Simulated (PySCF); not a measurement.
# C7H5O2−: excited states, first hyperpolarisability

Wanted: excited states, first hyperpolarisability for C7H5O2− (`O=Cc1ccccc1[O-]`).

Computed with PySCF 2.14.0 and routines of our own; the level stands in each step. Atoms count from 0.

## (1) The starting structure

14 atoms, charge -1, multiplicity 1; geometry from: GFN2-xTB.

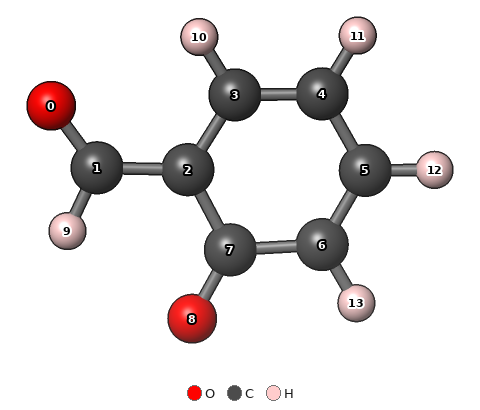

The starting geometry (oxygen red, carbon dark grey, hydrogen pink).

## (2) Relaxing the molecule at PBE0-D3(BJ)/def2-SVP

What the job is given:

```
{"job": {"xc": "PBE0", "basis": "def2-SVP", "d3": "d3bj", "grid": 2, "kind": "geom"}, "charge": -1, "multiplicity": 1}
O      2.869846    -1.398770    -0.359703
C      2.275720    -0.327347    -0.245633
C      0.871444    -0.125397    -0.095406
C      0.001385    -1.223492    -0.063527
C     -1.352603    -1.074480     0.079901
C     -1.879122     0.221780     0.197804
C     -1.070903     1.317273     0.171636
C      0.361807     1.226982     0.023804
O      1.083240     2.246402     0.002613
H      2.852999     0.619567    -0.254385
H      0.444573    -2.208129    -0.157932
H     -2.014167    -1.932375     0.103857
H     -2.953545     0.345255     0.311007
H     -1.491352     2.312258     0.263798
```

Started as:

```
OMP_NUM_THREADS=1 python excited_run.py task.json out
```

One launch serves the whole session: the jobs run in the order shown.

The program printed:

```text
step   0  E = -419.47566511  max force = 0.014245
step   1  E = -419.47724111  max force = 0.001961
step   2  E = -419.47720332  max force = 0.002161
step   3  E = -419.47724923  max force = 0.000792
step   4  E = -419.47725137  max force = 0.000640
step   5  E = -419.47725322  max force = 0.000305
optimisation converged
```

Wall time 63 s (1 thread of Arm Neoverse V1, shared host); peak memory 0.74 GiB.

Along the way: (the energy doesn't fall at every step)

```csv
step,energy from step 0 (eV),largest force component (eV/Å)
0,0.0000,0.7325
1,-0.0429,0.1008
2,-0.0419,0.1111
3,-0.0431,0.0407
4,-0.0432,0.0329
5,-0.0432,0.0157
```

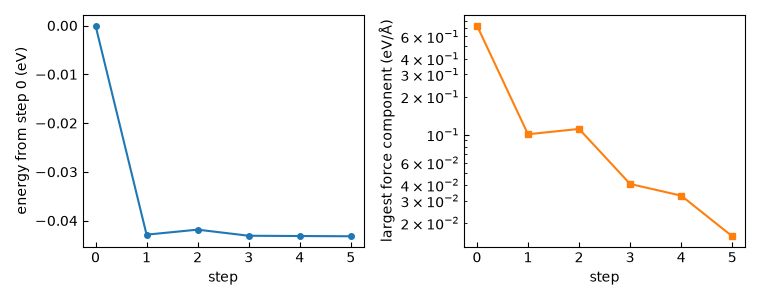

Energy and force, step by step.

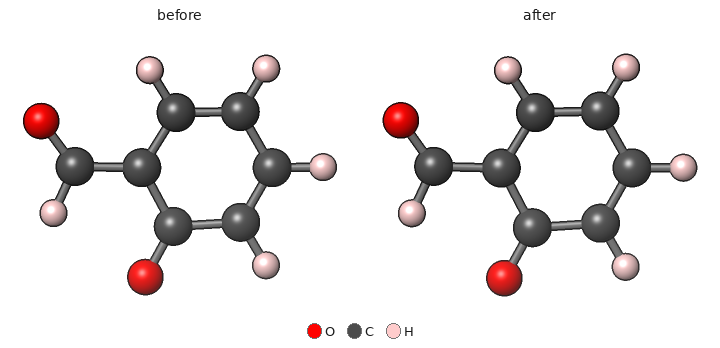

Before and after, at one scale.

Distances of close pairs at the start and the end, largest changes first:

```csv
bond,before (Å),after (Å),change (Å)
C1–C2,1.427,1.446,+0.019
C6–C7,1.443,1.458,+0.014
C4–C5,1.404,1.417,+0.013
C5–C6,1.362,1.375,+0.013
C2–C7,1.450,1.463,+0.013
C3–C4,1.370,1.382,+0.013
C3–H10,1.084,1.096,+0.012
C6–H13,1.084,1.095,+0.011
```

The next job starts from the end point, and lists it.

```
                         at the end point                value
  point group (found at 0.08 Å tolerance)                   Cs
rotational constants (GHz, main isotopes)  2.682, 1.563, 0.988
```

## (3) Excited states: TDA CAM-B3LYP/def2-TZVP

What the job is given:

```
{"job": {"kind": "states", "xc": "CAM-B3LYP", "basis": "def2-TZVP", "tda": true, "soc": true, "nstates": 6, "ntriplets": 5, "nquad": 4}, "charge": -1, "multiplicity": 1}
O      2.882896    -1.668606    -0.380852
C      2.312052    -0.588286    -0.267479
C      0.890606    -0.371570    -0.113320
C      0.023957    -1.479298    -0.083234
C     -1.343955    -1.340266     0.060692
C     -1.867523    -0.028530     0.179908
C     -1.056175     1.081120     0.155596
C      0.391413     0.998418     0.007068
O      1.116150     2.012069    -0.013106
H      2.895850     0.365783    -0.276958
H      0.492025    -2.465348    -0.180487
H     -2.006310    -2.210166     0.082578
H     -2.950819     0.104259     0.294772
H     -1.471581     2.089796     0.248467
```

Level: TDA CAM-B3LYP/def2-TZVP excited states, vertical, gas phase, spin-orbit mean-field couplings.

The program printed:

```text
coarse grid: 12880 points
cycle   1  E = -419.9379996406  dE =  1.813e+00  |g| = 1.190e+00  |ddm| = 3.771e+00
cycle   2  E = -419.4555575834  dE =  4.824e-01  |g| = 2.046e+00  |ddm| = 2.260e+01
cycle   3  E = -420.2128948657  dE = -7.573e-01  |g| = 1.718e-01  |ddm| = 1.822e+01
cycle   4  E = -420.2190630315  dE = -6.168e-03  |g| = 8.125e-02  |ddm| = 2.810e-01
cycle   5  E = -420.2205537267  dE = -1.491e-03  |g| = 2.120e-02  |ddm| = 1.799e-01
cycle   6  E = -420.2206304168  dE = -7.669e-05  |g| = 9.698e-03  |ddm| = 6.361e-02
cycle   7  E = -420.2206492490  dE = -1.883e-05  |g| = 2.752e-03  |ddm| = 5.623e-02
cycle   8  E = -420.2206514858  dE = -2.237e-06  |g| = 9.599e-04  |ddm| = 1.564e-02
final grid: 127736 points
cycle   9  E = -420.2143080407  dE = -3.852e-05  |g| = 3.811e-03  |ddm| = 9.538e-02
cycle  10  E = -420.2143068914  dE =  1.149e-06  |g| = 4.554e-03  |ddm| = 1.105e-02
cycle  11  E = -420.2143112412  dE = -4.350e-06  |g| = 9.915e-04  |ddm| = 1.532e-02
cycle  12  E = -420.2143113987  dE = -1.575e-07  |g| = 2.205e-04  |ddm| = 4.161e-03
cycle  13  E = -420.2143114087  dE = -1.002e-08  |g| = 8.939e-05  |ddm| = 1.370e-03
cycle  14  E = -420.2143114107  dE = -1.973e-09  |g| = 2.322e-05  |ddm| = 3.590e-04
cycle  15  E = -420.2143114109  dE = -1.717e-10  |g| = 7.541e-06  |ddm| = 1.132e-04
converged SCF energy = -420.2143114109

Singlet excitations
state   eV       nm        f     d(h-e)  d(exc)  Lambda  PR(NTO)  |dmu|/D   mu/D   main configurations
  1   3.6827   336.7   0.00006   0.819   3.010   0.400   1.059    1.555    2.326   H-1->L 0.83, H-3->L 0.10
  2   3.7083   334.3   0.24008   0.655   3.198   0.657   1.109    1.015    4.033   H->L 0.94
  3   4.5263   273.9   0.00032   0.917   2.917   0.433   1.180    1.923    2.108   H-3->L 0.75, H-1->L 0.11
  4   5.4427   227.8   0.03853   0.229   3.018   0.750   2.054    0.627    4.209   H-2->L 0.55, H->L+2 0.41
  5   5.4925   225.7   0.00024   1.589   3.021   0.375   1.071                     H-1->L+2 0.81
  6   5.5365   223.9   0.00051   2.545   4.170   0.250   1.051                     H->L+1 0.94

Triplet excitations (Tamm-Dancoff)
state   eV     d(h-e)  d(exc)  Lambda  PR(NTO)   main configurations
  1   2.4195   0.485   3.078   0.665   1.033   H->L 0.97
  2   3.3374   0.705   2.853   0.405   1.072   H-1->L 0.68, H-3->L 0.20
  3   3.7345   0.312   2.687   0.755   1.813   H-2->L 0.64, H->L+2 0.25
  4   4.0642   0.344   2.895   0.744   1.659   H->L+2 0.70, H-2->L 0.24
  5   4.2107   1.047   2.907   0.424   1.224   H-3->L 0.61, H-1->L 0.21
S1 - T1 = 1.2632 eV

Spin-orbit couplings |<S|Hso|T>| (cm-1)
             T1       T2       T3       T4       T5
S0        0.037   37.943    0.021    0.030   41.702
S1       24.837    1.078   12.927    6.781    5.825
S2        0.029   22.736    0.027    0.048   21.059
S3       18.319    6.190    9.310   11.909    1.386
S4        0.012   13.869    0.013    0.021    7.539
S5        3.345    1.709   13.960   22.456    0.475
S6        0.922    0.315    2.407    4.004    0.135
T1 sublevels (cm-1): 0.000 0.001 0.016   radiative rates (1/s): 0.000244 0.0532 0.106
```

Wall time 96 s (1 thread of Arm Neoverse V1, shared host); peak memory 1.3 GiB.

Key values:

| quantity | value |
| --- | --- |
| S1 less T1 | 1.26 eV |

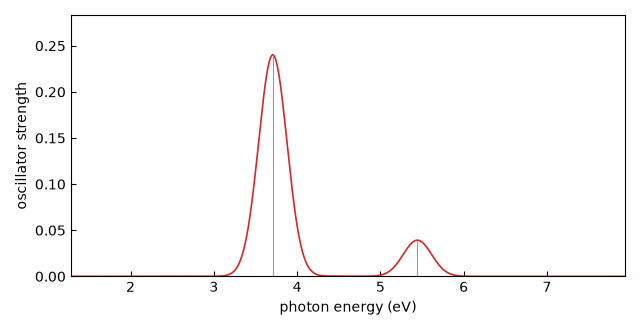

Absorption lines of the singlets. Lines are broadened to a width of 0.40 eV (Gaussian).

The fields below are evaluated on a grid from the run's orbitals.

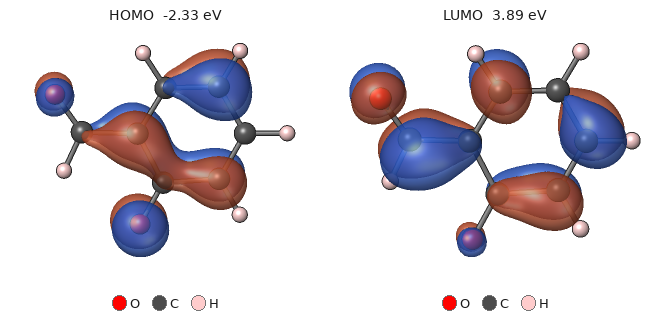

Frontier orbitals at CAM-B3LYP/def2-TZVP; each surface holds 70 % of the orbital's density, blue and red mark the sign.

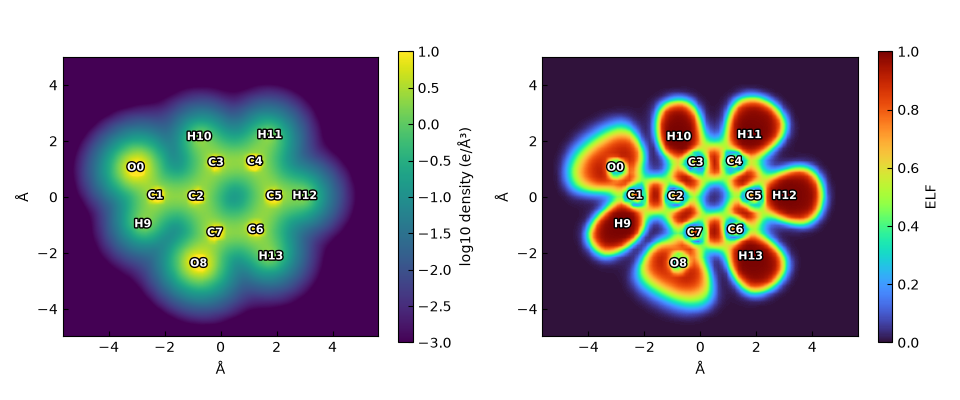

Density (left) and ELF (right) in a plane through or near 14 of the atoms.

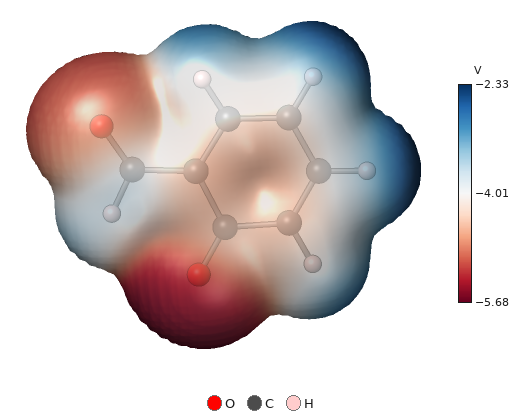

Electrostatic potential on the surface of density 0.002 e/bohr³; red is low, blue high. It runs from -5.68 V near O8 to -2.33 V near H12.

## (4) Excited states: TDDFT CAM-B3LYP/aug-cc-pVDZ

Settings changed since step 3:

```diff
@@ -1,2 +1,2 @@
-{"job": {"kind": "states", "xc": "CAM-B3LYP", "basis": "def2-TZVP", "tda": true, "soc": true, "nstates": 6, "ntriplets": 5, "nquad": 4}, "charge": -1, "multiplicity": 1}
+{"job": {"kind": "states", "xc": "CAM-B3LYP", "basis": "aug-cc-pVDZ", "tpa": true, "nstates": 8, "nquad": 6, "ntriplets": 0}, "charge": -1, "multiplicity": 1}
 O      2.882896    -1.668606    -0.380852
```

Method: TDDFT CAM-B3LYP/aug-cc-pVDZ excited states, vertical, gas phase, two-photon moments by quadratic response.

The program printed:

```text
coarse grid: 12880 points
cycle   1  E = -419.8141069691  dE =  1.852e+00  |g| = 1.120e+00  |ddm| = 3.827e+01
cycle   2  E = -419.3266608218  dE =  4.874e-01  |g| = 1.975e+00  |ddm| = 1.690e+01
cycle   3  E = -420.0767376485  dE = -7.501e-01  |g| = 1.557e-01  |ddm| = 1.293e+01
cycle   4  E = -420.0816443036  dE = -4.907e-03  |g| = 8.422e-02  |ddm| = 1.703e+00
cycle   5  E = -420.0832456185  dE = -1.601e-03  |g| = 2.577e-02  |ddm| = 6.425e-01
cycle   6  E = -420.0833714015  dE = -1.258e-04  |g| = 8.427e-03  |ddm| = 1.278e-01
cycle   7  E = -420.0833895755  dE = -1.817e-05  |g| = 2.310e-03  |ddm| = 7.130e-02
cycle   8  E = -420.0833915646  dE = -1.989e-06  |g| = 9.300e-04  |ddm| = 2.470e-02
final grid: 127736 points
cycle   9  E = -420.1054343525  dE = -1.893e-05  |g| = 2.922e-03  |ddm| = 5.385e-01
cycle  10  E = -420.1054345472  dE = -1.947e-07  |g| = 2.983e-03  |ddm| = 5.966e-02
cycle  11  E = -420.1054367606  dE = -2.213e-06  |g| = 6.891e-04  |ddm| = 2.095e-02
cycle  12  E = -420.1054368507  dE = -9.011e-08  |g| = 1.673e-04  |ddm| = 2.765e-03
cycle  13  E = -420.1054368569  dE = -6.120e-09  |g| = 7.290e-05  |ddm| = 1.743e-03
cycle  14  E = -420.1054368583  dE = -1.416e-09  |g| = 1.749e-05  |ddm| = 5.452e-04
cycle  15  E = -420.1054368584  dE = -1.239e-10  |g| = 6.142e-06  |ddm| = 1.909e-04
converged SCF energy = -420.1054368584

Singlet excitations
state   eV       nm        f     d(h-e)  d(exc)  Lambda  PR(NTO)  |dmu|/D   mu/D   delta(TPA)   sigma/GM   main configurations
  1   3.4062   364.0   0.16536   0.618   3.271   0.633   1.158    1.261    4.359       73.23      0.311   H->L+3 0.97
  2   3.4259   361.9   0.00163   3.505   5.678   0.135   1.008   15.128   11.288      194.33      0.836   H->L 0.93
  3   3.6122   343.2   0.00000   0.788   3.061   0.390   1.057    1.507    2.446        0.24      0.001   H-1->L+3 0.81, H-3->L+3 0.10
  4   3.8591   321.3   0.00735   2.543   5.938   0.115   1.015   11.246    7.603      166.42      0.908   H->L+1 0.92
  5   4.0899   303.1   0.00002   0.170   5.676   0.141   1.018    1.230    4.853       77.10      0.472   H->L+2 0.80
  6   4.4500   278.6   0.00028   1.166   5.800   0.143   1.275    6.002    9.373      131.33      0.953   H->L+4 0.57, H->L+5 0.20, H-3->L+3 0.09
  7   4.4598   278.0   0.00052   0.680   3.512   0.379   1.486                                            H-3->L+3 0.66, H-1->L+3 0.10
  8   4.5749   271.0   0.00020   2.152   6.274   0.104   1.019                                            H->L+5 0.70, H->L+4 0.24
```

It took 81 s on 1 thread of Arm Neoverse V1, shared host; peak memory 1.1 GiB.

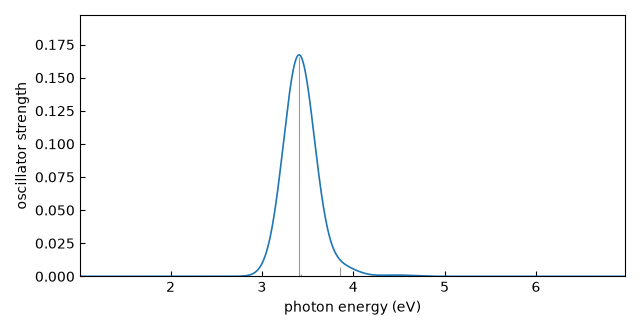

Absorption lines of the singlets. Lines are broadened to a width of 0.40 eV (Gaussian).

## (5) First hyperpolarisability: quadratic response CAM-B3LYP/aug-cc-pVDZ

Settings changed since step 4:

```diff
@@ -1,2 +1,2 @@
-{"job": {"kind": "states", "xc": "CAM-B3LYP", "basis": "aug-cc-pVDZ", "tpa": true, "nstates": 8, "nquad": 6, "ntriplets": 0}, "charge": -1, "multiplicity": 1}
+{"job": {"kind": "beta", "xc": "CAM-B3LYP", "basis": "aug-cc-pVDZ"}, "charge": -1, "multiplicity": 1}
 O      2.882896    -1.668606    -0.380852
```

With the program's defaults for keys left out, this is: quadratic response CAM-B3LYP/aug-cc-pVDZ first hyperpolarisability, Taylor convention, gas phase.

The program printed:

```text
coarse grid: 12880 points
cycle   1  E = -419.8141069691  dE =  1.852e+00  |g| = 1.120e+00  |ddm| = 3.827e+01
cycle   2  E = -419.3266608218  dE =  4.874e-01  |g| = 1.975e+00  |ddm| = 1.690e+01
cycle   3  E = -420.0767376485  dE = -7.501e-01  |g| = 1.557e-01  |ddm| = 1.293e+01
cycle   4  E = -420.0816443036  dE = -4.907e-03  |g| = 8.422e-02  |ddm| = 1.703e+00
cycle   5  E = -420.0832456185  dE = -1.601e-03  |g| = 2.577e-02  |ddm| = 6.425e-01
cycle   6  E = -420.0833714015  dE = -1.258e-04  |g| = 8.427e-03  |ddm| = 1.278e-01
cycle   7  E = -420.0833895755  dE = -1.817e-05  |g| = 2.310e-03  |ddm| = 7.130e-02
cycle   8  E = -420.0833915646  dE = -1.989e-06  |g| = 9.300e-04  |ddm| = 2.470e-02
final grid: 127736 points
cycle   9  E = -420.1054343525  dE = -1.893e-05  |g| = 2.922e-03  |ddm| = 5.385e-01
cycle  10  E = -420.1054345472  dE = -1.947e-07  |g| = 2.983e-03  |ddm| = 5.966e-02
cycle  11  E = -420.1054367606  dE = -2.213e-06  |g| = 6.891e-04  |ddm| = 2.095e-02
cycle  12  E = -420.1054368507  dE = -9.011e-08  |g| = 1.673e-04  |ddm| = 2.765e-03
cycle  13  E = -420.1054368569  dE = -6.120e-09  |g| = 7.290e-05  |ddm| = 1.743e-03
cycle  14  E = -420.1054368583  dE = -1.416e-09  |g| = 1.749e-05  |ddm| = 5.452e-04
cycle  15  E = -420.1054368584  dE = -1.239e-10  |g| = 6.142e-06  |ddm| = 1.909e-04
converged SCF energy = -420.1054368584

Lowest singlets (eV, f): 3.4062 0.1654  3.4259 0.0016  3.6122 0.0000

First hyperpolarisability (au)
process     nm      |vector|   parallel      HRS      DR
static         -      419.32    -222.69     237.37   2.634
shg       1907.0      463.55    -234.08     262.84   2.658
eope      1907.0      432.71    -226.51          -       -
shg       1064.0      648.45    -251.18     361.46   2.854
eope      1064.0      467.18    -234.87          -       -
```

It took 68 s on 1 thread of Arm Neoverse V1, shared host; peak memory 1.1 GiB.

## (6) What came out

| quantity | value |
| --- | --- |
| point group | Cs |
| rotational constants (main isotopes) | 2.68, 1.56, 0.99 GHz |
| S1 less T1 (step 3, TDA CAM-B3LYP/def2-TZVP) | 1.26 eV |
| β vector (step 5, quadratic response CAM-B3LYP/aug-cc-pVDZ) | static 419, SHG 1907.0 nm 464, SHG 1064.0 nm 648 au |

Over 5 steps the energy fell by 0.043 eV; of the close pairs, C1–C2 changed most, 1.427 to 1.446 Å. For an anion in the gas phase, states above the energy of detachment are held by the basis alone, so excitations and responses hang on it. In step 3, the number of triplets below S1 is 2, and the largest singlet-triplet spin-orbit coupling is S0–T5, 41.70 cm⁻¹. β grows from 419 au (static) to 648 au for doubling at 1064.0 nm: normal dispersion, which grows as twice the photon energy moves toward the bright states.
